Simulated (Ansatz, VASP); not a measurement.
## HfCoN2 in two plane-wave programs

One calculation is typed for both programs; each brings its own data sets. How far apart do they land? The cell is invented: As first built, before any earlier steps moved the atoms (in the runner's words): it takes the HfTiN2 structure with some of its atoms replaced by other elements, volume scaled by an estimate. It may not be a known or stable phase. The cell is taken from a series of VASP runs on this material, whose earlier steps may have relaxed, scaled or displaced it; both programs get it as it stands. Other levels of theory on this material are compared in a session of their own. Valence electrons are named where the data sets of a main pair hold unlike numbers.

Method: plane waves, with VASP 6.6.1 beside it; band structure at LDA, DFT+U, in Ansatz 0.2.0.

**1. The starting structure**

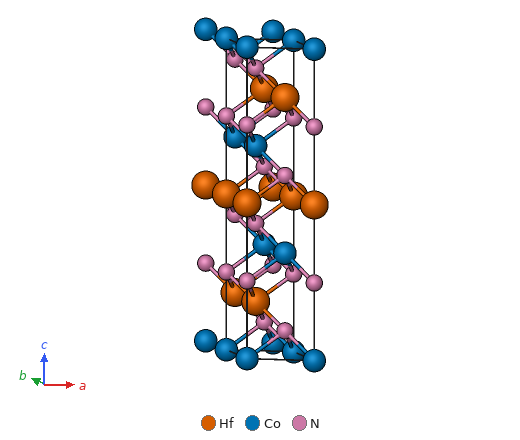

The starting structure, seen slightly off an axis (hafnium orange, cobalt blue, nitrogen pink). 1×2×1 cells are drawn. This picture shows the conventional cell, with its axes. Bonds to atoms that aren't drawn are left out. Some periodic images of atoms are drawn too.

**2. VASP: band structure, LDA, DFT+U**

A single point gives forces, pressure and levels at one fixed geometry, so differences don't come from the geometry; what else differs is listed under the comparison.

Lines of VASP's logs that name or quote its potential files are left out, and so is its time.

INCAR reads:

```
SYSTEM = HfCoN2
PREC = Accurate
ENCUT = 520
EDIFF = 1E-06
NELM = 100
ISMEAR = -1
SIGMA = 0.05
LREAL = .FALSE.
ALGO = Normal
GGA = CA
NBANDS = 30
ISPIN = 2
MAGMOM = 0.055 2.699 0.099 0.099
LDAU = .TRUE.
LDAUTYPE = 2
LDAUL = 2 2 -1
LDAUU = 7 6.2 0
LDAUJ = 0 0 0
LDAUPRINT = 1
LASPH = .TRUE.
LMAXMIX = 4
LORBIT = 11
LWAVE = .FALSE.
LCHARG = .FALSE.
KPAR = 2
```

POSCAR reads:

```
HfCoN2
1.0
    1.6068630800      0.9277228300      4.8881050100
   -1.6068630800      0.9277228300      4.8881050100
    0.0000000000     -1.8554456600      4.8881050100
Hf Co N
1 1 2
Direct
    0.5000000000      0.5000000000      0.5000000000
    0.0000000000      0.0000000000      0.0000000000
    0.7506245350      0.7506245350      0.7506245350
    0.2493754650      0.2493754650      0.2493754650
```

KPOINTS reads:

```
Automatic mesh
0
Gamma
7 7 7
0 0 0
```

KPOINTS_OPT reads:

```
Line mode
16
Line-mode
Reciprocal
  0.00000000   0.00000000   0.00000000 GAMMA
  0.50000000   0.00000000   0.00000000 L

  0.50000000   0.00000000   0.00000000 L
  0.50000000   0.19068065  -0.19068065 B1

  0.80931935   0.50000000   0.19068065 B
  0.50000000   0.50000000   0.50000000 Z

  0.50000000   0.50000000   0.50000000 Z
  0.00000000   0.00000000   0.00000000 GAMMA

  0.00000000   0.00000000   0.00000000 GAMMA
  0.34534032   0.00000000  -0.34534032 X

  0.65465968   0.34534032   0.00000000 Q
  0.50000000   0.50000000   0.00000000 F

  0.50000000   0.50000000   0.00000000 F
  0.65465968   0.65465968   0.19068065 P1

  0.65465968   0.65465968   0.19068065 P1
  0.50000000   0.50000000   0.50000000 Z

  0.50000000   0.00000000   0.00000000 L
  0.80931935   0.34534032   0.34534032 P
```

PAW data sets: Hf_pv, Co and N (LDA family, release 64).

Started as:

```
> mpirun -np 2 vasp_std
```

Numbers of over 12 decimals in the logs are rounded to 6 here.

What it wrote:

```text
[banner, memory and clock lines left out]
running    2 mpi-ranks, on    1 nodes
 distrk:  each k-point on    1 cores,    2 groups
 distr:  one band on    1 cores,    1 groups

 POSCAR found type information on POSCAR HfCoN
 POSCAR found :  3 types and       4 ions
 LDA part: xc-table for (Slater(with rela. corr.)+CA(PZ))
 , standard interpolation
 POSCAR, INCAR and KPOINTS ok, starting setup
 FFT: planning ... GRIDC
 FFT: planning ... GRID_SOFT
 FFT: planning ... GRID
 WAVECAR not read
 entering main loop
       N       E                     dE             d eps       ncg     rms          rms(c)
DAV:   1     0.181029245968E+03    0.18103E+03   -0.13201E+04  5400   0.103E+03
DAV:   2    -0.225440374918E+02   -0.20357E+03   -0.18277E+03  5652   0.282E+02
DAV:   3    -0.390809044595E+02   -0.16537E+02   -0.15954E+02  6264   0.775E+01
DAV:   4    -0.393617026323E+02   -0.28080E+00   -0.28001E+00  6050   0.992E+00
DAV:   5    -0.393667964369E+02   -0.50938E-02   -0.50933E-02  6046   0.137E+00    0.612E+01
DAV:   6    -0.348071552311E+02    0.45596E+01   -0.47421E+01  6408   0.780E+01    0.515E+01
DAV:   7    -0.323720448179E+02    0.24351E+01   -0.34753E+01  6060   0.771E+01    0.458E+01
DAV:   8    -0.321900841473E+02    0.18196E+00   -0.20254E+00  6470   0.176E+01    0.202E+01
DAV:   9    -0.323202286950E+02   -0.13014E+00   -0.43227E+00  6606   0.212E+01    0.542E+00
DAV:  10    -0.327338747707E+02   -0.41365E+00   -0.11518E+00  6958   0.729E+00    0.273E+00
DAV:  11    -0.328958727683E+02   -0.16200E+00   -0.16708E-01  7034   0.296E+00    0.146E+00
DAV:  12    -0.329952912355E+02   -0.99418E-01   -0.11935E-01  6516   0.334E+00    0.572E-01
DAV:  13    -0.330128808558E+02   -0.17590E-01   -0.40496E-02  7292   0.131E+00    0.388E-01
DAV:  14    -0.330217576909E+02   -0.88768E-02   -0.11500E-02  6660   0.549E-01    0.287E-01
DAV:  15    -0.330320611648E+02   -0.10303E-01   -0.38366E-02  6244   0.117E+00    0.184E-01
DAV:  16    -0.330334360880E+02   -0.13749E-02   -0.10890E-02  6796   0.572E-01    0.135E-01
DAV:  17    -0.330341143354E+02   -0.67825E-03   -0.91375E-04  6784   0.223E-01    0.807E-02
DAV:  18    -0.330342610352E+02   -0.14670E-03   -0.62798E-04  6672   0.191E-01    0.263E-02
DAV:  19    -0.330343178987E+02   -0.56863E-04   -0.42850E-04  6892   0.115E-01    0.147E-02
DAV:  20    -0.330343219299E+02   -0.40312E-05   -0.38613E-05  7102   0.364E-02    0.683E-03
DAV:  21    -0.330343221622E+02   -0.23231E-06   -0.11238E-06  3964   0.899E-03
   1 F= -.33034322E+02 E0= -.33034322E+02  d E =-.119198E-07  mag=     3.0001
 Start KPOINTS_OPT (optional k-point list driver)
k-point batch [1-44\144]
       N       E                     dE             ncg
DAV:   1     0.422338748184E+04   -0.33690E+05     5360
DAV:   2    -0.412611290307E+04   -0.83495E+04     5648
DAV:   3    -0.480979600802E+04   -0.68368E+03     6294
DAV:   4    -0.482262526425E+04   -0.12829E+02     5756
DAV:   5    -0.482289217311E+04   -0.26691E+00     6684
DAV:   6    -0.482290325838E+04   -0.11085E-01     6834
DAV:   7    -0.482290341945E+04   -0.16107E-03     6792
DAV:   8    -0.482290342204E+04   -0.25945E-05     4590
DAV:   9    -0.482290342223E+04   -0.18908E-06     3612
[...]
k-point batch [133-144\144]
       N       E                     dE             ncg
DAV:   1     0.302220132484E+05   -0.12241E+05     1448
DAV:   2     0.279266298298E+05   -0.22954E+04     1570
DAV:   3     0.277414590171E+05   -0.18517E+03     1746
DAV:   4     0.277381311223E+05   -0.33279E+01     1518
DAV:   5     0.277380559409E+05   -0.75181E-01     1822
DAV:   6     0.277380527381E+05   -0.32028E-02     1880
DAV:   7     0.277380527182E+05   -0.19899E-04     1812
DAV:   8     0.277380527176E+05   -0.63624E-06     1204
```

Parts of OUTCAR (step 2):

```text
ion  position               nearest neighbor table
   1  0.500  0.500  0.500-   4 2.22   3 2.22   4 2.22   4 2.22   3 2.22   3 2.22   2 3.07   2 3.07
                             2 3.07   2 3.07   2 3.07   2 3.07
   2  0.000  0.000  0.000-   3 2.23   4 2.23   3 2.23   3 2.23   4 2.23   4 2.23   1 3.07   1 3.07
                             1 3.07   1 3.07   1 3.07   1 3.07
   3  0.751  0.751  0.751-   1 2.22   1 2.22   1 2.22   2 2.23   2 2.23   2 2.23
   4  0.249  0.249  0.249-   1 2.22   1 2.22   1 2.22   2 2.23   2 2.23   2 2.23

  LATTYP: Found a trigonal (rhomboedric) cell.
 ALAT       =     5.2284079026
 COS(alpha) =     0.8110926680

 Subroutine GETGRP returns: Found 12 space group operations
 (whereof 12 operations were pure point group operations)

The static configuration has the point symmetry D_3d.

 Found     44 irreducible k-points:

   k-points           NKPTS =     44   k-points in BZ     NKDIM =     44   number of bands    NBANDS=     30

   dimension x,y,z NGX =    40 NGY =   40 NGZ =   40
   dimension x,y,z NGXF=    80 NGYF=   80 NGZF=   80

   ENCUT  =  520.0 eV  38.22 Ry    6.18 a.u.   9.72  9.72  9.72*2*pi/ulx,y,z

   NELECT =      29.0000    total number of electrons

 k-points in reciprocal lattice and weights: Automatic mesh
   0.00000000  0.00000000  0.00000000       0.003
   0.14285714 -0.00000000 -0.00000000       0.017
   0.28571429 -0.00000000  0.00000000       0.017
   0.42857143 -0.00000000  0.00000000       0.017
   0.14285714  0.14285714  0.00000000       0.017
   0.28571429  0.14285714 -0.00000000       0.035
   0.42857143  0.14285714  0.00000000       0.035
  -0.42857143  0.14285714  0.00000000       0.035
  -0.28571429  0.14285714  0.00000000       0.035
[...]
0.42857143  0.42857143  0.42857143       0.006
  -0.42857143  0.42857143  0.42857143       0.017

atom =   1  type =  1  l = 2

 onsite density matrix

spin component  1

  0.1459 -0.0000  0.0000  0.0692 -0.0000
 -0.0000  0.1658 -0.0000 -0.0000  0.0692
  0.0000 -0.0000  0.0822  0.0000 -0.0000
  0.0692 -0.0000  0.0000  0.1658  0.0000
 -0.0000  0.0692 -0.0000  0.0000  0.1459

spin component  2

  0.1403 -0.0000  0.0000  0.0616 -0.0000
 -0.0000  0.1591 -0.0000 -0.0000  0.0616
  0.0000 -0.0000  0.0781  0.0000 -0.0000
  0.0616 -0.0000  0.0000  0.1591  0.0000
 -0.0000  0.0616 -0.0000  0.0000  0.1403

 occupancies and eigenvectors

  o =  0.0781  v =  0.0000  0.0000  0.0000  0.0000  0.0000  0.0000  0.0000 -1.0000  0.0000 -0.0000      0.0000  0.0000  0.0000  0.0000  0.0000  0.0000  0.0000  0.0000  0.0000  0.0000
  o =  0.0822  v =  0.0000  0.0000 -1.0000  0.0000 -0.0000  0.0000  0.0000  0.0000  0.0000  0.0000      0.0000  0.0000  0.0000  0.0000  0.0000  0.0000  0.0000  0.0000  0.0000  0.0000
  o =  0.0860  v =  0.0000  0.6548  0.0000 -0.0000 -0.7558  0.0000  0.0000  0.0000  0.0000  0.0000      0.0000  0.0000  0.0000  0.0000  0.0000  0.0000  0.0000  0.0000  0.0000  0.0000
  o =  0.0860  v = -0.7558  0.0000  0.0000  0.6548 -0.0000  0.0000  0.0000  0.0000  0.0000  0.0000      0.0000  0.0000  0.0000  0.0000  0.0000  0.0000  0.0000  0.0000  0.0000  0.0000
  o =  0.0874  v =  0.0000  0.0000  0.0000  0.0000  0.0000  0.0000  0.6516  0.0000 -0.0000 -0.7586      0.0000  0.0000  0.0000  0.0000  0.0000  0.0000  0.0000  0.0000  0.0000  0.0000
[...]
0.0000  0.0258 -0.0000 -0.0000  0.9816

spin component  2

  0.5204  0.0000 -0.0000 -0.3961 -0.0000
  0.0000  0.5873  0.0000  0.0000 -0.3961
 -0.0000  0.0000  0.0487 -0.0000 -0.0000
 -0.3961  0.0000 -0.0000  0.5873  0.0000
 -0.0000 -0.3961 -0.0000  0.0000  0.5204

 occupancies and eigenvectors

  o =  0.0487  v =  0.0000  0.0000  0.0000  0.0000  0.0000  0.0000  0.0000  1.0000  0.0000  0.0000      0.0000  0.0000  0.0000  0.0000  0.0000  0.0000  0.0000  0.0000  0.0000  0.0000
  o =  0.1563  v =  0.0000  0.0000  0.0000  0.0000  0.0000 -0.0000  0.6767 -0.0000 -0.0000  0.7363      0.0000  0.0000  0.0000  0.0000  0.0000  0.0000  0.0000  0.0000  0.0000  0.0000
  o =  0.1563  v =  0.0000  0.0000  0.0000  0.0000  0.0000 -0.7363 -0.0000  0.0000 -0.6767 -0.0000      0.0000  0.0000  0.0000  0.0000  0.0000  0.0000  0.0000  0.0000  0.0000  0.0000
  o =  0.9514  v =  0.0000  0.0000  0.0000  0.0000  0.0000  0.0000  0.7363  0.0000 -0.0000 -0.6767      0.0000  0.0000  0.0000  0.0000  0.0000  0.0000  0.0000  0.0000  0.0000  0.0000
  o =  0.9514  v =  0.0000  0.0000  0.0000  0.0000  0.0000 -0.6767  0.0000  0.0000  0.7363 -0.0000      0.0000  0.0000  0.0000  0.0000  0.0000  0.0000  0.0000  0.0000  0.0000  0.0000
  o =  0.9648  v =  0.0000 -0.5463  0.0000 -0.0000  0.8376  0.0000  0.0000  0.0000  0.0000  0.0000      0.0000  0.0000  0.0000  0.0000  0.0000  0.0000  0.0000  0.0000  0.0000  0.0000
  o =  0.9648  v = -0.8376  0.0000  0.0000  0.5463  0.0000  0.0000  0.0000  0.0000  0.0000  0.0000      0.0000  0.0000  0.0000  0.0000  0.0000  0.0000  0.0000  0.0000  0.0000  0.0000
  o =  0.9708  v =  0.0000  0.0000  1.0000 -0.0000 -0.0000  0.0000  0.0000  0.0000  0.0000  0.0000      0.0000  0.0000  0.0000  0.0000  0.0000  0.0000  0.0000  0.0000  0.0000  0.0000
  o =  1.0212  v =  0.0000 -0.8376  0.0000  0.0000 -0.5463  0.0000  0.0000  0.0000  0.0000  0.0000      0.0000  0.0000  0.0000  0.0000  0.0000  0.0000  0.0000  0.0000  0.0000  0.0000
  o =  1.0212  v =  0.5463  0.0000  0.0000  0.8376  0.0000  0.0000  0.0000  0.0000  0.0000  0.0000      0.0000  0.0000  0.0000  0.0000  0.0000  0.0000  0.0000  0.0000  0.0000  0.0000

 average (electrostatic) potential at core
       1 -36.5094       2 -81.4205       3 -60.0646       4 -60.0646

 E-fermi :   7.7326

 spin component 1
 k-point     1 :       0.0000    0.0000    0.0000
  band No.  band energies     occupation
    ...
     12       4.6377      1.00000
     13       4.6377      1.00000
     14       6.2495      1.00000
     15       6.2495      1.00000
     16       6.5551      1.00000
     17      10.7226      0.00000
     18      11.2805      0.00000
     19      11.2805      0.00000
     20      12.3505      0.00000
     21      12.4413      0.00000
    ...

 k-point     2 :       0.1429   -0.0000   -0.0000
  band No.  band energies     occupation
    ...
     12       3.8415      1.00000
     13       4.6212      1.00000
     14       5.2897      1.00000
     15       6.1311      1.00000
     16       6.8896      1.00000
     17      10.7014      0.00000
     18      11.7624      0.00000
     19      11.7862      0.00000
     20      12.3071      0.00000
     21      13.3423      0.00000
    ...

 k-point     3 :       0.2857   -0.0000    0.0000
  band No.  band energies     occupation
    ...
     12       3.3200      1.00000
     13       4.1450      1.00000
     14       4.2857      1.00000
     15       6.2281      1.00000
     16       6.2945      1.00000
     17      10.2207      0.00000
     18      12.3958      0.00000
     19      12.8372      0.00000
     20      13.1542      0.00000
     21      15.2018      0.00000
    ...

 k-point     4 :       0.4286   -0.0000    0.0000
  band No.  band energies     occupation
    ...
     12       2.8311      1.00000
     13       3.7847      1.00000
     14       3.9902      1.00000
     15       6.0273      1.00000
     16       6.5013      1.00000
     17       9.8784      0.00000
     18      13.4300      0.00000
     19      13.8714      0.00000
     20      13.8917      0.00000
     21      15.5899      0.00000
    ...

 k-point     5 :       0.1429    0.1429    0.0000
  band No.  band energies     occupation
    ...
     12       3.9126      1.00000
     13       4.3479      1.00000
     14       5.0169      1.00000
     15       6.4855      1.00000
     16       6.9609      1.00000
     17      10.5138      0.00000
     18      11.7639      0.00000
     19      11.9490      0.00000
     20      12.3534      0.00000
     21      13.3340      0.00000
    ...

 k-point     6 :       0.2857    0.1429   -0.0000
  band No.  band energies     occupation
    ...
     12       3.5909      1.00000
     13       3.8310      1.00000
     14       4.9218      1.00000
     15       5.7042      1.00000
     16       6.8038      1.00000
     17      10.8864      0.00000
     18      11.4065      0.00000
     19      12.4195      0.00000
     20      13.2398      0.00000
     21      14.3479      0.00000
    ...

  Total        0.0514093      0.0514093      0.0301719      0.0000000     -0.0000000      0.0000000
  in kB        1.8839232      1.8839232      1.1056661      0.0000000     -0.0000000      0.0000000
  external PRESSURE =       1.6245042 kB  Pullay stress =       0.0000000 kB

  energy-cutoff  :      520.00
  volume of cell :       43.72
      direct lattice vectors                 reciprocal lattice vectors
     1.606863080  0.927722830  4.888105010     0.311165280  0.179651358  0.068192752
    -1.606863080  0.927722830  4.888105010    -0.311165280  0.179651358  0.068192752
     0.000000000 -1.855445660  4.888105010     0.000000000 -0.359302717  0.068192752

 POSITION                                       TOTAL-FORCE (eV/Angst)
 -----------------------------------------------------------------------------------
      0.00000      0.00000      7.33216         0.000000      0.000000      0.000000
      0.00000      0.00000      0.00000         0.000000      0.000000      0.000000
      0.00000      0.00000     11.00739         0.000000      0.000000     -0.010711
      0.00000      0.00000      3.65692         0.000000      0.000000      0.010711
 -----------------------------------------------------------------------------------
    total drift:                               -0.000000     -0.000000      0.000000

  FREE ENERGIE OF THE ION-ELECTRON SYSTEM (eV)
  ---------------------------------------------------
  free  energy   TOTEN  =       -33.0343221622 eV

  energy  without entropy=      -33.0343221503  energy(sigma->0) =      -33.03432216

 total charge
# of ion       s       p       d       tot
------------------------------------------
    1        0.356   6.739   1.345   8.440
    2        0.331   0.416   7.180   7.927
    3        1.223   2.482   0.000   3.705
    4        1.223   2.482   0.000   3.705
--------------------------------------------------
tot          3.133  12.120   8.525  23.777

 magnetization (x)
# of ion       s       p       d       tot
------------------------------------------
    1        0.008   0.019   0.028   0.055
    2        0.012   0.012   2.675   2.699
    3        0.014   0.085   0.000   0.099
    4        0.014   0.085   0.000   0.099
--------------------------------------------------
tot          0.048   0.202   2.703   2.953

[... 6 further parts left out ...]
```

The cell holds one magnetic atom, so no antiferromagnetic order fits into it. Spin-orbit coupling is off here; with elements this heavy it splits and shifts levels by tenths of an eV or more. Direct gaps are counted within one spin. The valence top and the conduction bottom belong to opposite spins. Harder data sets than Hf_pv exist (the GW ones), and pressures, volumes and forces can shift noticeably with them.

(Part 1 of 2 ends here.)

[Lines on the potential files, build, host, timing and source positions are cut from VASP's logs without a mark.]

[Logs are printed without paths, hosts, clocks, repeated set-up lines and the standing remarks that a program may print on its own settings, such as how far it seeks lower states.]

[Hosts, paths, dates, database ids (printed as entryN), source tags and the programs' standing remarks are cut or masked in the printed files.]
